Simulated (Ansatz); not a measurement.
# HfHCl3O: a line through the functionals

The species is HfHCl3O (6 atoms), meant as a singlet with charge 0. As SMILES, `Cl[Hf](Cl)(Cl)O`. Geometry: relaxed at PBE0-D4/def2-TZVP.

The vertical ionisation energy (to the doublet cation) y, in eV, basis def2-SVP with a core potential; a is the functional's share of exact exchange. Programs: Ansatz 0.2.0.

```
functional  program     a  y (eV)
      BLYP   Ansatz     0   10.39
       PBE   Ansatz     0   10.63
     B3LYP   Ansatz   0.2       ?
      PBE0   Ansatz  0.25   11.28
     BHLYP   Ansatz   0.5   11.62
```

Q: Fit y = c + s·a to the known rows and predict B3LYP.

A: 
1. Means of the 4 rows: a = 0.1875, y = 10.980.
2. Σ(Δa)² = 0.17188, Σ(Δa·Δy) = 0.395, so the slope is 0.395/0.17188 = 2.2981.
3. Intercept: 10.980 − (2.2981) × 0.1875 = 10.549. The largest residual of the fit is 0.16.
4. B3LYP: 10.549 + (2.2981) × 0.2 = 11.01 eV.

The run gave 11.08 eV, so the prediction is off by -0.07 eV, within the largest residual. The rows mix families of semi-local functionals, which the line can't see. Spin-orbit coupling is left out.

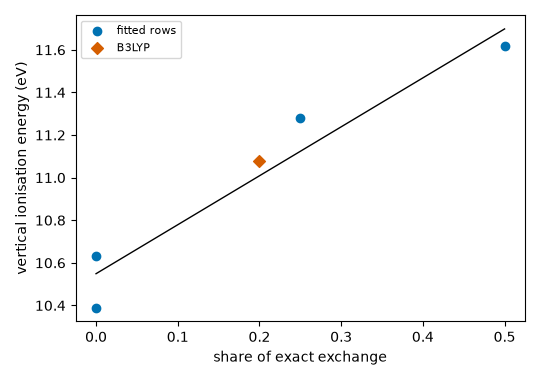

The fitted line, with the withheld row.
